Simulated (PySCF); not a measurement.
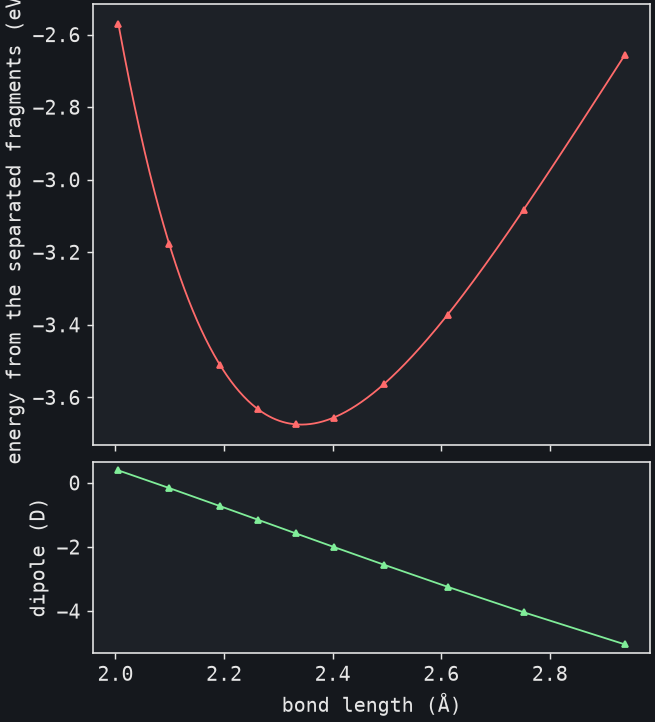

Bond curve of GeBr, doublet (excess alpha electrons: πy +1). B97-3/def2-TZVPPD, PySCF 2.14.0, UKS. One reference determinant with the occupation held, the lowest that a PBE0 search over spins and occupations found; no spin-orbit coupling. Zero is the separated fragments in their ground configurations, without counterpoise. 2 further points of the run are not drawn. The dipole is positive if the first atom is negative.

Question: What constants does a Dunham fit to the curve give (main isotopes)?

Answer: re = 2.343 Å, ωe = 290 cm⁻¹, ωexe = 0.7 cm⁻¹, De = 3.68 eV, Be = 0.0805 cm⁻¹.

Question: How much does zero-point motion take off the well depth?

Answer: 0.018 eV (145 cm⁻¹): De = 3.68 eV, D0 = 3.66 eV.

Question: Give the computed points.

Answer:
| r (Å) | E (eV) |
| --- | --- |
| 2.006 | −2.57 |
| 2.099 | −3.18 |
| 2.192 | −3.51 |
| 2.262 | −3.63 |
| 2.332 | −3.67 |
| 2.402 | −3.66 |
| 2.495 | −3.56 |
| 2.612 | −3.37 |
| 2.752 | −3.08 |
| 2.938 | −2.66 |

Note: lowest determinant of a PBE0 search, another state may lie lower; no scalar relativity; spin-orbit coupling is left out; it can lower the fragments Ge and Br more than the molecule, and De with it.
